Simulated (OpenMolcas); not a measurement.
## Spin-orbit calculation, with input and output: CH3AlO (part 2 of 4)

The same run, continued: CH3AlO; CASPT2/ANO-RCC-VDZ, DKH2 (OpenMolcas 26.06). The geometry comes from this level: GFN2-xTB.

Geometry of the input (Å):
```
C  -0.0157  -0.2322  -0.7891
O  0.2408  -1.0007  0.6002
Al -0.0458  0.5992  0.9172
H  -0.8725  -0.7104  -1.2591
H  0.8759  -0.3747  -1.3956
H  -0.1827  1.7188  1.9264
```

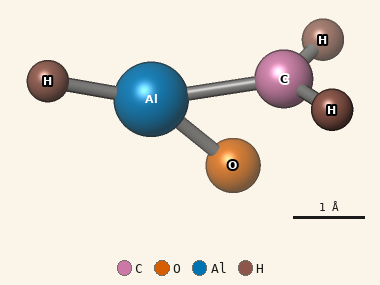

**Figure 1.** The input geometry (ball-and-stick view, seen at a tilt). Sticks mark near contacts.

### Output, continued
```
++    CASPT2 specifications:
      ----------------------

      Type of calculation                        SS-CASPT2
      Fock operator                              state-specific
      IPEA shift                                 0.25
      Real shift                                 0.00
      Imaginary shift                            0.10
      The input orbitals will be transformed to quasi-canonical
--

--------------------------------------------------------------------------------
 Estimated memory requirements:
  POLY3 :                   262414
  RHS:                      283822
  SIGMA :                   293776
  PRPCTL:                        0
 Available workspace:    232486109

++ CASPT2 computation for group   1

********************************************************************************
 Multi-State initialization phase begins for group   1
--------------------------------------------------------------------------------
********************************************************************************
 Compute H0 matrices for state    1
--------------------------------------------------------------------------------
--------------------------------------------------------------------------------
 H0 matrices have been computed.

********************************************************************************
  CASPT2 EQUATION SOLUTION
--------------------------------------------------------------------------------

  Total nr of CASPT2 parameters:
   Before reduction:       60759
   After  reduction:       60310

 Variance of |WF0>:       0.8600219406

 The contributions to the second order correlation energy in atomic units.
-----------------------------------------------------------------------------------------------------------------------------
  IT.      VJTU        VJTI        ATVX        AIVX        VJAI        BVAT        BJAT        BJAI        TOTAL       RNORM
-----------------------------------------------------------------------------------------------------------------------------
   1    -0.001291   -0.001712   -0.010176   -0.047711   -0.002687   -0.007566   -0.022277   -0.133213   -0.226633    0.016449
   2    -0.001346   -0.001801   -0.010403   -0.048828   -0.002762   -0.007687   -0.022567   -0.133770   -0.229162    0.003516
   3    -0.001345   -0.001802   -0.010411   -0.048886   -0.002766   -0.007688   -0.022574   -0.133757   -0.229229    0.000993
   4    -0.001346   -0.001806   -0.010400   -0.048847   -0.002763   -0.007683   -0.022557   -0.133732   -0.229133    0.000248
   5    -0.001345   -0.001806   -0.010399   -0.048844   -0.002763   -0.007683   -0.022557   -0.133732   -0.229128    0.000073
   6    -0.001345   -0.001806   -0.010399   -0.048845   -0.002763   -0.007684   -0.022558   -0.133734   -0.229134    0.000019
   7    -0.001345   -0.001806   -0.010399   -0.048846   -0.002763   -0.007684   -0.022558   -0.133734   -0.229135    0.000005
   8    -0.001345   -0.001806   -0.010399   -0.048846   -0.002763   -0.007684   -0.022558   -0.133734   -0.229134    0.000001
-----------------------------------------------------------------------------------------------------------------------------

  FINAL CASPT2 RESULT:

      Reference energy:        -356.8597077814
      E2 (Non-variational):      -0.2291341397
      Shift correction:          -0.0004147625
      E2 (Variational):          -0.2295489023
      Total energy:            -357.0892566836
      Residual norm:              0.0000003069
      Reference weight:           0.91844

      Contributions to the CASPT2 correlation energy
      Active & Virtual Only:         -0.0180825385
      One Inactive Excited:          -0.0727488297
      Two Inactive Excited:          -0.1383027715

++ Denominators, etc.
--------------------------------------------------------------------------------------------------------------
 Report on small energy denominators, large coefficients, and large energy contributions.
CASE  SYMM ACTIVE-MIX  NON-ACTIVE INDICES          DENOMINATOR     RHS VALUE       COEFFICIENT     CONTRIBUTION
AIVX     1  Mu1.0002  In1.011 Se1.019               1.39667379      0.05833253     -0.04181150     -0.00243897
AIVX     1  Mu1.0004  In1.011 Se1.019               1.41206861     -0.04131339      0.02896432     -0.00119661
AIVX     1  Mu1.0002  In1.012 Se1.020               1.44771764      0.04034556     -0.02746330     -0.00110802
AIVX     1  Mu1.0002  In1.011 Se1.028               2.13342984      0.08103606     -0.03885618     -0.00314875
AIVX     1  Mu1.0004  In1.011 Se1.028               2.14882466     -0.05497337      0.02567383     -0.00141138
AIVX     1  Mu1.0002  In1.011 Se1.029               2.15842284      0.08267301     -0.03663533     -0.00302875
AIVX     1  Mu1.0004  In1.011 Se1.029               2.17381766     -0.06107482      0.02666818     -0.00162875
AIVX     1  Mu1.0002  In1.012 Se1.030               2.16599333      0.05537441     -0.02584683     -0.00143125
BJAIP    1  Se1.020 In1.010 Se1.020 In1.010         1.30651088      0.03887643     -0.03013751     -0.00117164
BJAIP    1  Se1.019 In1.011 Se1.019 In1.011         1.08216749      0.03279210     -0.03032528     -0.00099443
BJAIP    1  Se1.019 In1.011 Se1.029 In1.011         1.84391653      0.05000472     -0.02737620     -0.00136894
BJAIP    1  Se1.028 In1.011 Se1.029 In1.011         2.58067258      0.07791473     -0.03061243     -0.00238516
BJAIP    1  Se1.029 In1.011 Se1.029 In1.011         2.60566557      0.07840036     -0.03025724     -0.00237218
--

   (Skipping property calculation,
    use PROP keyword to activate)
--

  Total CASPT2 energies:
::    CASPT2 Root  1     Total energy:   -357.08925668

  A NEW JOBIPH FILE NAMED 'JOBMIX' IS PREPARED.
********************************************************************************
--- Stop Module: caspt2 /rc=_RC_ALL_IS_WELL_ ---

>>> COPY step3.JobMix JOB001

--- Start Module: rasscf ---

                                              &RASSCF

                       available to each process: 1.9 GB of memory, 1 thread

      Header of the ONEINT file:
      --------------------------

      OrdInt status: non-squared

      Cartesian coordinates in angstrom:
      -----------------------------------------------------
      No.  Label        X            Y            Z
      -----------------------------------------------------
       1   C1        -0.01571000  -0.23223000  -0.78911000
       2   O2         0.24078000  -1.00066000   0.60023000
       3   AL3       -0.04581000   0.59916000   0.91720000
       4   H4        -0.87251000  -0.71035000  -1.25913000
       5   H5         0.87590000  -0.37468000  -1.39558000
       6   H6        -0.18265000   1.71875000   1.92639000
      -----------------------------------------------------
      Nuclear repulsion energy =   93.06735557

++    Wave function specifications:
      -----------------------------

      Number of closed shell electrons          24
      Number of electrons in active shells       6
      Max number of holes in RAS1 space          0
      Max nr of electrons in RAS3 space          0
      Number of inactive orbitals               12
      Number of active orbitals                  6
      Number of secondary orbitals              19
      Spin quantum number                      1.0
      State symmetry                             1
--

++    Orbital specifications:
      -----------------------

      Symmetry species                           1
                                                 a
      Frozen orbitals                            0
      Inactive orbitals                         12
      Active orbitals                            6
      RAS1 orbitals                              0
      RAS2 orbitals                              6
      RAS3 orbitals                              0
      Secondary orbitals                        19
      Deleted orbitals                           0
      Number of basis functions                 37
--

++    CI expansion specifications:
      ----------------------------

      Number of CSFs                           189
      Number of determinants                   225
      Number of root(s) required                 1
      Root chosen for geometry opt.              1
      CI root used                               1

      highest root included in the CI            1
      max. size of the explicit Hamiltonian    189
--

++    Optimization specifications:
      ----------------------------

      RASSCF algorithm: Conventional
      Maximum number of macro iterations       200
      Maximum number of SX iterations          100
      Threshold for RASSCF energy            1.000E-08
      Threshold for max MO rotation          1.000E-01
      Threshold for max BLB element          1.000E-04
      Level shift parameter                  5.000E-01
      Make Quasi-Newton update
--

      The MO-coefficients are taken from the file:
      step2.RasOrb
      Title: RASSCF average (pseudo-natural) orbitals

      Total molecular charge    0.00

      ************************************************************************************************************************
      *                                            Wave function control section                                             *
      ************************************************************************************************************************

                                         RASSCF iterations: Energy and convergence statistics
                                         ----------------------------------------------------

          iter iter root      energy       change     param      element    value   shift minimum  type update hh:mm:ss
 Nr of preliminary CI iterations:   1
        1   1   41    1  -356.48164029    0.00E+00  -7.16E-02    8  14 1 -1.13E-01*  0.67   0.00    SX    NO    0:00:00
        2   1   76    1  -356.54154217   -5.99E-02* -4.60E-02    8  14 1 -6.30E-02*  0.61   0.00    SX    NO    0:00:00
        3   1   17    1  -356.56421656   -2.27E-02*  4.64E-02   12  14 1  3.66E-02*  0.59   0.00    SX    NO    0:00:00
        4   1   13    1  -356.57619738   -1.20E-02*  4.55E-02   12  14 1  3.66E-02*  0.58   0.00    SX    NO    0:00:00
        5   1   21    1  -356.58429438   -8.10E-03*  1.76E-01*  12  14 1  3.61E-02*  0.57   2.50    QN   YES    0:00:00
        6   1   20    1  -356.60543037   -2.11E-02*  1.06E-01*  12  14 1  2.90E-02*  0.54   1.90    LS   YES    0:00:00
        7   1   15    1  -356.61140288   -5.97E-03* -8.54E-02    8  14 1  2.40E-02*  0.52   1.45    QN   YES    0:00:00
        8   1   31    1  -356.61675255   -5.35E-03* -1.29E-01*   8  14 1  2.37E-02*  0.51   2.50    QN   YES    0:00:00
        9   1   15    1  -356.62430975   -7.56E-03* -7.90E-02   12  16 1  1.35E-02*  0.49   1.78    QN   YES    0:00:00
       10   1   14    1  -356.62822325   -3.91E-03* -4.67E-02   13  21 1  8.83E-03*  0.49   1.70    LS   YES    0:00:00
       11   1   14    1  -356.62899124   -7.68E-04* -2.07E-02   13  21 1  8.21E-03*  0.48   1.17    QN   YES    0:00:00
       12   1   14    1  -356.63012274   -1.13E-03* -2.75E-02   16  20 1  6.04E-03*  0.48   2.50    LS   YES    0:00:00
       13   1   14    1  -356.63077764   -6.55E-04* -2.78E-02   16  20 1  5.57E-03*  0.48   1.18    QN   YES    0:00:00
       14   1   14    1  -356.63147892   -7.01E-04*  5.54E-02   12  16 1 -5.05E-03*  0.48   2.41    QN   YES    0:00:00
       15   1   14    1  -356.63241237   -9.33E-04*  5.01E-02   12  16 1 -4.94E-03*  0.47   1.68    QN   YES    0:00:00
       16   1   15    1  -356.63302360   -6.11E-04*  5.09E-02   11  29 1  4.52E-03*  0.46   1.83    QN   YES    0:00:00
       17   1   15    1  -356.63356016   -5.37E-04*  4.11E-02   16  21 1 -3.93E-03*  0.46   1.69    QN   YES    0:00:00
       18   1   15    1  -356.63397910   -4.19E-04*  3.84E-02   16  21 1 -3.62E-03*  0.45   1.73    QN   YES    0:00:00
       19   1   15    1  -356.63434570   -3.67E-04*  5.36E-02   16  21 1 -3.51E-03*  0.45   1.93    QN   YES    0:00:00
       20   1   14    1  -356.63478628   -4.41E-04*  1.05E-01*   9  14 1 -4.27E-03*  0.45   2.50    QN   YES    0:00:00
       21   1   15    1  -356.63564852   -8.62E-04*  2.59E-01*   9  14 1 -6.16E-03*  0.44   2.50    QN   YES    0:00:00
       22   1   18    1  -356.63762364   -1.98E-03*  2.08E-01*  12  21 1 -1.34E-02*  0.44   1.21    QN   YES    0:00:00
       23   1   28    1  -356.63810618   -4.83E-04*  6.81E-02   12  21 1 -2.25E-02*  0.43   0.66    QN   YES    0:00:00
       24   1   20    1  -356.64037535   -2.27E-03* -4.24E-02   12  20 1 -2.04E-02*  0.43   1.41    QN   YES    0:00:00
       25   1   19    1  -356.64387758   -3.50E-03*  9.81E-02   13  20 1  1.33E-02*  0.44   1.44    QN   YES    0:00:00
       26   1   14    1  -356.64747675   -3.60E-03*  6.36E-02   13  20 1  1.11E-02*  0.44   1.50    QN   YES    0:00:00
       27   1   19    1  -356.65030295   -2.83E-03*  8.63E-02   10  21 1  1.14E-02*  0.44   1.26    QN   YES    0:00:00
       28   1   18    1  -356.65182794   -1.52E-03*  6.33E-02   10  21 1  1.10E-02*  0.43   1.26    QN   YES    0:00:00
       29   1   18    1  -356.65393123   -2.10E-03* -6.66E-02   16  19 1 -7.61E-03*  0.43   1.79    QN   YES    0:00:00
       30   1   18    1  -356.65574499   -1.81E-03* -6.78E-02   16  19 1 -8.36E-03*  0.43   1.98    QN   YES    0:00:00
       31   1   18    1  -356.65730078   -1.56E-03*  8.82E-02   16  19 1 -9.24E-03*  0.43   2.26    QN   YES    0:00:00
       32   1   19    1  -356.65896814   -1.67E-03*  1.30E-01*  16  19 1 -1.03E-02*  0.43   2.50    QN   YES    0:00:00
       33   1   19    1  -356.66109662   -2.13E-03*  1.77E-01*  10  21 1 -1.19E-02*  0.42   2.50    QN   YES    0:00:00
       34   1   18    1  -356.66370929   -2.61E-03*  1.92E-01*  10  21 1 -1.44E-02*  0.40   2.31    QN   YES    0:00:00
       35   1   29    1  -356.66626619   -2.56E-03* -1.55E-01*  10  19 1 -1.38E-02*  0.38   1.78    QN   YES    0:00:00
       36   1   24    1  -356.66857001   -2.30E-03* -1.14E-01*  10  19 1 -1.40E-02*  0.36   1.83    QN   YES    0:00:00
       37   1   24    1  -356.67124577   -2.68E-03* -6.94E-02   10  20 1 -1.07E-02*  0.35   2.09    QN   YES    0:00:00
       38   1   20    1  -356.67386931   -2.62E-03* -8.86E-02   10  20 1 -8.26E-03*  0.34   2.04    QN   YES    0:00:00
       39   1   21    1  -356.67579715   -1.93E-03* -8.06E-02   10  19 1  6.67E-03*  0.33   1.84    QN   YES    0:00:00
       40   1   21    1  -356.67712923   -1.33E-03*  6.23E-02   10  19 1  8.56E-03*  0.32   1.75    QN   YES    0:00:00
       41   1   20    1  -356.67816845   -1.04E-03*  4.29E-02   10  19 1  6.76E-03*  0.32   1.83    QN   YES    0:00:00
       42   1   20    1  -356.67903631   -8.68E-04*  3.32E-02   10  20 1  3.59E-03*  0.32   1.73    QN   YES    0:00:00
       43   1   20    1  -356.67956882   -5.33E-04*  2.35E-02   10  20 1  3.02E-03*  0.32   1.57    QN   YES    0:00:00
       44   1   19    1  -356.67979233   -2.24E-04*  1.21E-02   10  19 1 -2.06E-03*  0.32   1.51    QN   YES    0:00:00
       45   1   17    1  -356.67987313   -8.08E-05*  5.75E-03   10  19 1 -1.48E-03*  0.32   1.45    QN   YES    0:00:00
       46   1   16    1  -356.67990284   -2.97E-05* -6.79E-03   12  21 1 -6.91E-04*  0.32   1.37    QN   YES    0:00:00
       47   1   17    1  -356.67991779   -1.49E-05*  4.38E-03   10  20 1 -6.46E-04*  0.32   1.28    QN   YES    0:00:00
       48   1   17    1  -356.67992885   -1.11E-05* -5.10E-03   10  21 1  5.58E-04*  0.32   1.51    QN   YES    0:00:00
       49   1   15    1  -356.67993859   -9.74E-06*  4.29E-03   10  21 1  5.60E-04*  0.32   1.52    QN   YES    0:00:00
       50   1   14    1  -356.67994604   -7.45E-06* -3.50E-03   10  26 1  3.76E-04*  0.32   1.39    QN   YES    0:00:00
       51   1   15    1  -356.67995099   -4.95E-06* -3.74E-03   12  14 1  2.29E-04*  0.32   1.63    QN   YES    0:00:00
       52   1   14    1  -356.67995491   -3.92E-06* -4.56E-03   10  21 1 -1.85E-04*  0.32   1.66    QN   YES    0:00:00
       53   1   14    1  -356.67995803   -3.12E-06* -5.45E-03   12  21 1 -2.62E-04*  0.32   1.70    QN   YES    0:00:00
       54   1   13    1  -356.67996068   -2.65E-06* -4.61E-03   12  21 1 -2.83E-04*  0.32   1.53    QN   YES    0:00:00
       55   1   14    1  -356.67996230   -1.63E-06* -2.81E-03   12  21 1 -1.74E-04*  0.32   1.39    QN   YES    0:00:00
       56   1   13    1  -356.67996302   -7.18E-07* -1.33E-03   16  22 1  7.57E-05   0.32   1.31    QN   YES    0:00:00
       57   1   11    1  -356.67996329   -2.63E-07*  8.08E-04   10  26 1  4.65E-05   0.32   1.33    QN   YES    0:00:00
       58   1    8    1  -356.67996339   -1.05E-07*  3.71E-04   10  20 1  3.89E-05   0.32   1.34    QN   YES    0:00:00
       59   1   10    1  -356.67996343   -3.65E-08*  1.63E-04   12  21 1  2.34E-05   0.32   1.42    QN   YES    0:00:00
       60   1    8    1  -356.67996344   -1.21E-08*  6.80E-05   11  20 1  1.58E-05   0.32   1.44    QN   YES    0:00:00
       61   1    7    1  -356.67996344   -4.47E-09   4.81E-05   10  20 1 -9.79E-06   0.32   1.56    QN   YES    0:00:00
      Convergence after 61 iterations
       62   1    7    1  -356.67996345   -1.96E-09   4.81E-05   10  20 1 -6.71E-06   0.32   1.56    QN   YES    0:00:00

      ************************************************************************************************************************
                                                      Wave function printout:
                       occupation of active orbitals, and spin coupling of open shells (u,d: Spin up or down)
      ************************************************************************************************************************

      Note: transformation to natural orbitals
      has been made, which may change the order of the CSFs.
```
